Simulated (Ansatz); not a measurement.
**AlH$_{3}$ClOF: geometry relaxation**

System: AlH$_{3}$ClOF.
Method: RKS PBE-D4/cc-pVDZ (Ansatz 0.2.0).

The input holds or restrains some coordinates. It belongs to a series of runs on one base structure; here: pulled along the bonds that form and break, towards end A.

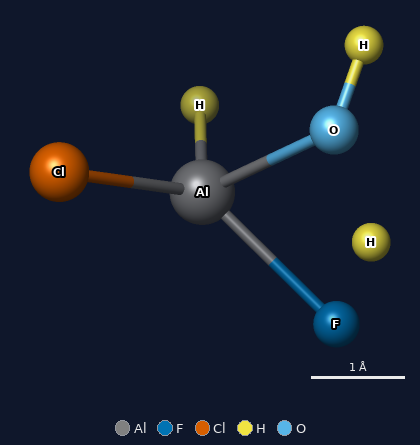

Fig. 1: The starting structure (ball-and-stick view, seen at a tilt). Sticks mark near contacts.

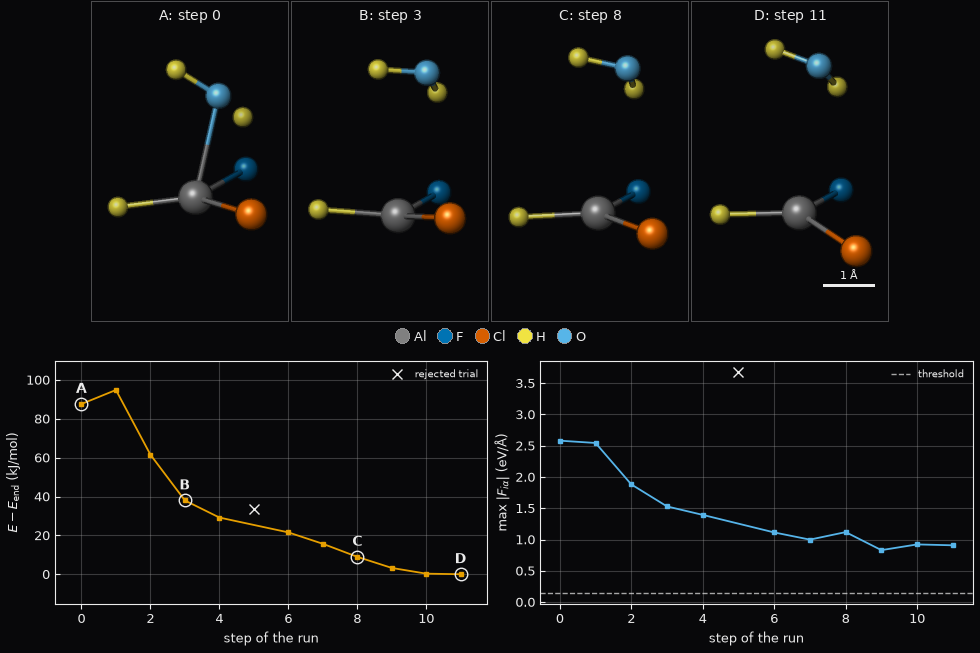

Fig. 2: Frames of the restrained relaxation (ball-and-stick view, seen at an oblique angle) above the curves, on which the letters mark them (the first geometry is step 0 here and step 1 in the log).

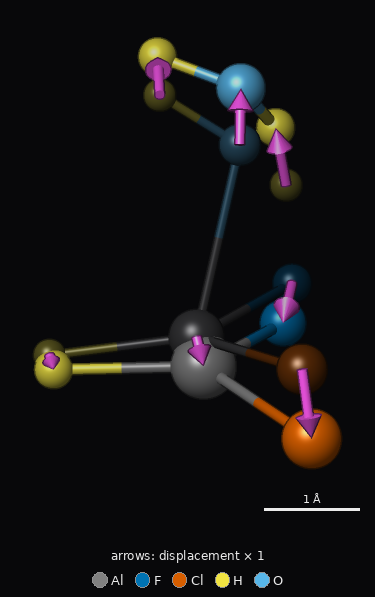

Fig. 3: Start (faint) and end (solid) with the displacements as pink arrows, at true length (ball-and-stick view, seen at an oblique angle). The two geometries are laid on each other by the best rigid fit. Cl3 moves most after the best rigid fit: 0.76 Å. Largest moves by element: Cl 0.76 Å, H 0.72 Å, O 0.61 Å, F 0.58 Å, Al 0.34 Å. Among the contacts that change: Al1–O5 2.080 → 2.957 Å, O5–H7 1.345 → 0.997 Å, Al1–F2 2.040 → 1.701 Å, Al1–Cl3 2.230 → 2.124 Å. New bonds form: O5–H7 (1.35 → 1.00 Å). Bonds break: Al1–O5 (2.08 → 2.96 Å). Among the angles that change: Cl3–Al1–H4 120.0° → 123.5°, F2–Al1–Cl3 120.0° → 117.8°. After 11 geometry steps the energy has fallen by 87.6 kJ/mol. The largest force component goes from 2.6 to 0.91 eV/Å. The line search rejected the trial step at point 5 (counted from 0) and went back. (Atoms are counted from 1 in the order of the input.)

The input that produced these results follows, with the program's output.

Input file:
```yaml
crystal:
  periodic: [false, false, false]
  atoms:
    - { symbol: Al, position_ang: [0.0, 0.0, 0.0] }
    - { symbol: F, position_ang: [0.0, 0.0, 2.04] }
    - { symbol: Cl, position_ang: [1.9312, 0.0, -1.115] }
    - { symbol: H, position_ang: [-1.351, 0.0, -0.78] }
    - { symbol: O, position_ang: [0.4375, -1.9248, 0.6559] }
    - { symbol: H, position_ang: [-0.1954, -2.5811, 0.2213] }
    - { symbol: H, position_ang: [0.2647, -1.1647, 1.752] }
basis:
  gaussian: { orbitals: cc-pVDZ }
hamiltonian:
  xc: pbe
  dispersion: d4
relax:
  f_tol: 0.15
  max_steps: 25
  restrain:
    - { distance: [0, 4], at: 2.98, k: 30.0 }
    - { distance: [6, 1], at: 2.12, k: 30.0 }
    - { distance: [0, 1], at: 1.69, k: 30.0 }
    - { distance: [6, 4], at: 1.01, k: 30.0 }
```

Run as:
```bash
ansatz run input.yaml --threads 1 --pin off --max-ram 2048MiB --backend cpu --events-out ev --progress --plain --runs-dir out
```

What the program printed:
```
The last accepted step is kept in [file] (removed where the run ends without a failure and the disk answers)
Engine: ansatz 0.2.0, x86_64-unknown-linux-gnu
Functional definition: PBE
  parameter kappa = 0.804
  parameter beta = 0.06672455060314922
  exchange = pbe_x(kappa = kappa, mu = beta*pi^2/3)
  correlation = pbe_c(beta = beta)
962 factors; their error is unknown
mean field evaluation 1: about -23915.6310 eV, gradient 5.7e1 eV
mean field evaluation 2: about -23833.2732 eV, gradient 1.6e2 eV
mean field evaluation 4: about -23921.2173 eV, gradient 1.6e1 eV
mean field evaluation 8: about -23921.7210 eV, gradient 9.6e-2 eV
mean field evaluation 16: about -23921.6612 eV, gradient 1.3e-5 eV
mean field -23921.66118516 eV, -879.1048338701 hartree, gradient 1.3e-5 eV, S^2 0.000000; 0 other end points of the search recorded, 0 dependent functions left out
the calculation of the forces begins
reference -23921.66122531 eV, -879.1048353457 hartree; 25, 25 occupied and 54, 54 virtual orbitals, 962 factors
relax step   1: F+E_penalty+E_count = -23921.78013949 eV  Δ(F+E_penalty+E_count) = +0.000e0 eV  max|allowed force component| = 2.581e0 eV/Å  E_restraint = 27.58858656 eV  max|allowed force component, restraints' pulls added| = 3.179e1 eV/Å  Δτ_max = 0.0000 Å  (26 SCF iters, accepted)
  distance Al 0 - O 4 = 2.0800 Å
  distance H 6 - F 1 = 1.2286 Å
  distance Al 0 - F 1 = 2.0400 Å
  distance H 6 - O 4 = 1.3450 Å
these checks for a lower state are left out or cut short: starts, cluster_reference, orbital_swaps, neighbouring_geometries, increment
962 factors; their error is unknown
mean field -23921.58779353 eV, -879.1021367777 hartree, gradient 1.4e-5 eV, S^2 0.000000; 0 other end points of the search recorded, 0 dependent functions left out
[... from here on the field's lines of each further geometry are left out, up to the last ...]
relax step   2: F+E_penalty+E_count = -23921.70537476 eV  Δ(F+E_penalty+E_count) = +7.476e-2 eV  max|allowed force component| = 2.544e0 eV/Å  E_restraint = 11.36032593 eV  max|allowed force component, restraints' pulls added| = 2.206e1 eV/Å  Δτ_max = 0.1967 Å  (33 SCF iters, accepted)
relax step   3: F+E_penalty+E_count = -23922.05036396 eV  Δ(F+E_penalty+E_count) = -3.450e-1 eV  max|allowed force component| = 1.881e0 eV/Å  E_restraint = 3.02443002 eV  max|allowed force component, restraints' pulls added| = 9.621e0 eV/Å  Δτ_max = 0.1948 Å  (33 SCF iters, accepted)
relax step   4: F+E_penalty+E_count = -23922.29459427 eV  Δ(F+E_penalty+E_count) = -2.442e-1 eV  max|allowed force component| = 1.529e0 eV/Å  E_restraint = 0.08783845 eV  max|allowed force component, restraints' pulls added| = 2.569e0 eV/Å  Δτ_max = 0.1921 Å  (33 SCF iters, accepted)
relax step   5: F+E_penalty+E_count = -23922.38564612 eV  Δ(F+E_penalty+E_count) = -9.105e-2 eV  max|allowed force component| = 1.394e0 eV/Å  E_restraint = 0.03303965 eV  max|allowed force component, restraints' pulls added| = 9.981e-1 eV/Å  Δτ_max = 0.1999 Å  (32 SCF iters, accepted)
relax step   6: F+E_penalty+E_count = -23922.34018240 eV  Δ(F+E_penalty+E_count) = +4.546e-2 eV  max|allowed force component| = 3.686e0 eV/Å  E_restraint = 0.04829140 eV  max|allowed force component, restraints' pulls added| = 4.209e0 eV/Å  Δτ_max = 0.1962 Å  (31 SCF iters, rejected (line search))
relax step   7: F+E_penalty+E_count = -23922.46474410 eV  Δ(F+E_penalty+E_count) = -7.910e-2 eV  max|allowed force component| = 1.113e0 eV/Å  E_restraint = 0.01481146 eV  max|allowed force component, restraints' pulls added| = 8.743e-1 eV/Å  Δτ_max = 0.0958 Å  (28 SCF iters, accepted)
relax step   8: F+E_penalty+E_count = -23922.52561623 eV  Δ(F+E_penalty+E_count) = -6.087e-2 eV  max|allowed force component| = 9.981e-1 eV/Å  E_restraint = 0.01083045 eV  max|allowed force component, restraints' pulls added| = 7.585e-1 eV/Å  Δτ_max = 0.0997 Å  (28 SCF iters, accepted)
relax step   9: F+E_penalty+E_count = -23922.59523385 eV  Δ(F+E_penalty+E_count) = -6.962e-2 eV  max|allowed force component| = 1.118e0 eV/Å  E_restraint = 0.02226966 eV  max|allowed force component, restraints' pulls added| = 8.146e-1 eV/Å  Δτ_max = 0.1445 Å  (27 SCF iters, accepted)
relax step  10: F+E_penalty+E_count = -23922.65434739 eV  Δ(F+E_penalty+E_count) = -5.911e-2 eV  max|allowed force component| = 8.301e-1 eV/Å  E_restraint = 0.01477153 eV  max|allowed force component, restraints' pulls added| = 3.291e-1 eV/Å  Δτ_max = 0.1994 Å  (27 SCF iters, accepted)
relax step  11: F+E_penalty+E_count = -23922.68492785 eV  Δ(F+E_penalty+E_count) = -3.058e-2 eV  max|allowed force component| = 9.216e-1 eV/Å  E_restraint = 0.01221318 eV  max|allowed force component, restraints' pulls added| = 1.817e-1 eV/Å  Δτ_max = 0.2000 Å  (26 SCF iters, accepted)
the calculation of the forces begins
reference -23922.58064387 eV, -879.1386233546 hartree; 25, 25 occupied and 54, 54 virtual orbitals, 962 factors
relax step  12: F+E_penalty+E_count = -23922.68802531 eV  Δ(F+E_penalty+E_count) = -3.097e-3 eV  max|allowed force component| = 9.073e-1 eV/Å  E_restraint = 0.01206633 eV  max|allowed force component, restraints' pulls added| = 1.133e-1 eV/Å  Δτ_max = 0.0223 Å  (27 SCF iters, accepted)
  distance Al 0 - O 4 = 2.9573 Å
  distance H 6 - F 1 = 2.1220 Å
  distance Al 0 - F 1 = 1.7012 Å
  distance H 6 - O 4 = 0.9974 Å
962 factors; their error is unknown
mean field -23922.58060238 eV, -879.1386218301 hartree, gradient 1.7e-5 eV, S^2 0.000000; 1 other end points of the search recorded, 0 dependent functions left out
the calculation of the forces begins
reference -23922.58064387 eV, -879.1386233546 hartree; 25, 25 occupied and 54, 54 virtual orbitals, 962 factors
Total energy: -23922.68806679 eV, -879.1425710742 hartree
Atom 0 at     0.107486     0.284288    -0.130576 Å, force     0.033620    -0.636893    -0.185202 eV/Å
Atom 1 at     0.119840     0.278098     1.570604 Å, force     0.005933     0.036714     0.441534 eV/Å
Atom 2 at     1.907956     0.798377    -1.132868 Å, force     0.040382     0.019637    -0.013272 eV/Å
Atom 3 at    -1.283063     0.118700    -0.863200 Å, force    -0.022445     0.010858    -0.035041 eV/Å
Atom 4 at     0.413980    -2.474548     0.889524 Å, force    -0.211435     0.907311     0.119838 eV/Å
Atom 5 at    -0.491634    -2.841744     0.793670 Å, force     0.113312     0.077263     0.065274 eV/Å
Atom 6 at     0.312435    -1.833772     1.647045 Å, force     0.040633    -0.414891    -0.393131 eV/Å
Dipole moment:    -0.482386    -0.195475     0.081289 e Å
```

Trajectory as extended XYZ (Å, eV, eV/Å), 12 frames, from step=1 to step=12:
```
7
Properties=species:S:1:pos:R:3:forces:R:3 step=1 energy=-23921.78014
Al    0.0000    0.0000    0.0000    1.8835  -2.5806   0.7838
F     0.0000    0.0000    2.0400    0.3227  -0.3728  -1.5634
Cl    1.9312    0.0000   -1.1150   -0.7755   0.7920   0.4812
H    -1.3510    0.0000   -0.7800   -0.4203   0.4945   0.0765
O     0.4375   -1.9248    0.6559   -0.9909   1.5915   0.2251
H    -0.1954   -2.5811    0.2213    0.5216   0.8399   1.2068
H     0.2647   -1.1647    1.7520   -0.5411  -0.7644  -1.2099
7
Properties=species:S:1:pos:R:3:forces:R:3 step=2 energy=-23921.70538
Al   -0.0131    0.1604    0.0309    1.7491  -2.2418   1.3366
F    -0.0263    0.1375    1.9554    0.1524   0.0684  -2.0823
Cl    1.9152    0.0174   -1.1044   -0.9676   0.7253   0.6021
H    -1.3567    0.0126   -0.7772   -0.2291   0.3945   0.1079
O     0.4764   -2.0710    0.7649   -0.0568   2.5437   0.9539
H    -0.1999   -2.5866    0.2360   -0.0264   0.7284   1.4633
H     0.2915   -1.3408    1.6686   -0.6217  -2.2186  -2.3814
7
Properties=species:S:1:pos:R:3:forces:R:3 step=3 energy=-23922.05036
Al   -0.0238    0.2893    0.0591    1.4770  -1.8815   0.7437
F    -0.0498    0.2751    1.8771    0.0580   0.3063  -1.7122
Cl    1.8984    0.0283   -1.0936   -1.0867   0.7269   0.6984
H    -1.3574    0.0170   -0.7746   -0.0201   0.3995   0.1933
O     0.5124   -2.1771    0.8354    0.1676   1.0472  -0.1013
H    -0.2047   -2.5767    0.2571    0.1920   0.8937   1.5803
H     0.3119   -1.5266    1.6137   -0.7879  -1.4921  -1.4022
7
Properties=species:S:1:pos:R:3:forces:R:3 step=4 energy=-23922.29459
Al   -0.0189    0.3903    0.0380    0.9697  -1.5293  -1.0214
F    -0.0411    0.3895    1.7336    0.0004   0.3133   0.4384
Cl    1.8606    0.1019   -1.0656   -0.6840   0.5853   0.4353
H    -1.3585    0.0584   -0.7623   -0.0115   0.3574   0.1184
O     0.5543   -2.3335    0.9041    0.2882  -0.0676  -0.9411
H    -0.2062   -2.5592    0.3128    0.1227   0.3656   0.8918
H     0.2968   -1.7180    1.6136   -0.6855  -0.0248   0.0786
7
Properties=species:S:1:pos:R:3:forces:R:3 step=5 energy=-23922.38565
Al    0.0262    0.2105   -0.0345    0.1401  -0.1806  -0.2103
F    -0.0543    0.4307    1.6566    0.1876  -0.1323   0.2098
Cl    1.8890    0.1976   -1.0815   -0.2225   0.1037   0.0933
H    -1.4364    0.2177   -0.6699    0.1882  -0.1235  -0.1353
O     0.5500   -2.4764    1.0365   -0.7341   1.3938  -0.3983
H    -0.1101   -2.5650    0.2954    0.2900  -0.0640   0.7526
H     0.2227   -1.6857    1.5716    0.1507  -0.9971  -0.3119
7
Properties=species:S:1:pos:R:3:forces:R:3 step=6 energy=-23922.34018 accepted=F
Al    0.0357    0.3303   -0.0840    0.1176  -0.9340   0.3144
F     0.0040    0.3268    1.6311   -0.0107   0.2198   0.0598
Cl    1.8878    0.2959   -1.1146    0.0289   0.2532  -0.0871
H    -1.4061    0.2253   -0.7424    0.0872   0.1029  -0.1005
O     0.6402   -2.3784    0.9604   -3.6859   1.2164   0.1570
H    -0.2172   -2.6605    0.4292    2.0363   0.3516   1.1472
H     0.1427   -1.8099    1.6944    1.4266  -1.2100  -1.4907
7
Properties=species:S:1:pos:R:3:forces:R:3 step=7 energy=-23922.46474
Al    0.0287    0.2608   -0.0486    0.1458  -0.4905  -0.0911
F    -0.0317    0.3911    1.6528    0.1068  -0.0212   0.2138
Cl    1.8857    0.2385   -1.0866   -0.0913   0.1696   0.0087
H    -1.4194    0.2140   -0.7021    0.1160  -0.0253  -0.1153
O     0.5788   -2.4431    1.0075   -1.0769   1.1132  -0.5426
H    -0.1636   -2.6152    0.3570    0.5790   0.0275   0.8216
H     0.2086   -1.7166    1.5943    0.2206  -0.7733  -0.2950
7
Properties=species:S:1:pos:R:3:forces:R:3 step=8 energy=-23922.52562
Al    0.0465    0.2708   -0.0657    0.1072  -0.5536  -0.1136
F    -0.0095    0.3638    1.6363    0.0900   0.0152   0.2827
Cl    1.8938    0.3328   -1.1181   -0.0711   0.1394   0.0208
H    -1.4007    0.2183   -0.7226    0.1199  -0.0215  -0.1013
O     0.5691   -2.4397    1.0029   -0.9588   0.9981  -0.4377
H    -0.2055   -2.6667    0.4170    0.4973   0.0612   0.6590
H     0.1932   -1.7499    1.6244    0.2155  -0.6389  -0.3099
7
Properties=species:S:1:pos:R:3:forces:R:3 step=9 energy=-23922.59523
Al    0.0545    0.3065   -0.0741    0.2232  -0.7897  -0.2284
F     0.0108    0.3292    1.6291    0.0524   0.1155   0.3400
Cl    1.9041    0.4238   -1.1369   -0.1587   0.1525   0.1021
H    -1.3718    0.2103   -0.7675    0.0836   0.0507  -0.0528
O     0.5550   -2.4086    0.9563   -1.1185   0.6034  -0.4907
H    -0.2789   -2.7467    0.5124    0.7918   0.3169   0.6624
H     0.2132   -1.7851    1.6550    0.1262  -0.4493  -0.3325
7
Properties=species:S:1:pos:R:3:forces:R:3 step=10 energy=-23922.65435
Al    0.0892    0.2854   -0.0945    0.1582  -0.6484  -0.2793
F     0.0693    0.3097    1.6075    0.0400   0.0625   0.3849
Cl    1.9055    0.6213   -1.1639   -0.1071   0.0437   0.1087
H    -1.3236    0.1633   -0.8062    0.0456   0.0035  -0.0213
O     0.4907   -2.4497    0.9490   -0.5380   0.8301  -0.1720
H    -0.3747   -2.7939    0.6179    0.3191   0.1469   0.3095
H     0.2305   -1.8067    1.6645    0.0822  -0.4383  -0.3304
7
Properties=species:S:1:pos:R:3:forces:R:3 step=11 energy=-23922.68493
Al    0.1146    0.2882   -0.1215   -0.0273  -0.6540  -0.2220
F     0.1013    0.2818    1.5809    0.0521   0.0425   0.4029
Cl    1.9083    0.7836   -1.1496    0.0215   0.0175   0.0398
H    -1.2794    0.1233   -0.8547    0.0129   0.0178  -0.0221
O     0.4214   -2.4726    0.8925   -0.2861   0.9216   0.1439
H    -0.4820   -2.8448    0.7788    0.1817   0.1158   0.0840
H     0.3028   -1.8300    1.6478    0.0453  -0.4613  -0.4264
7
Properties=species:S:1:pos:R:3:forces:R:3 step=12 energy=-23922.68802
Al    0.1075    0.2843   -0.1306    0.0336  -0.6369  -0.1852
F     0.1198    0.2781    1.5706    0.0059   0.0367   0.4415
Cl    1.9080    0.7984   -1.1329    0.0404   0.0196  -0.0133
H    -1.2831    0.1187   -0.8632   -0.0224   0.0109  -0.0350
O     0.4140   -2.4745    0.8895   -0.2114   0.9073   0.1198
H    -0.4916   -2.8417    0.7937    0.1133   0.0773   0.0653
H     0.3124   -1.8338    1.6470    0.0406  -0.4149  -0.3931
```

Summary:

```tsv
quantity	value
outcome	converged under the restraints of the input
total energy	−23922.6881 eV
mean-field energy	−23922.5806 eV
largest force (length of the vector) at the end, held atoms and coordinates included	0.939 eV/Å
hardware	1 thread of AMD EPYC (Zen 3), 32 GiB of memory available, shared host
wall time	24 s
peak memory	0.15 GiB
```
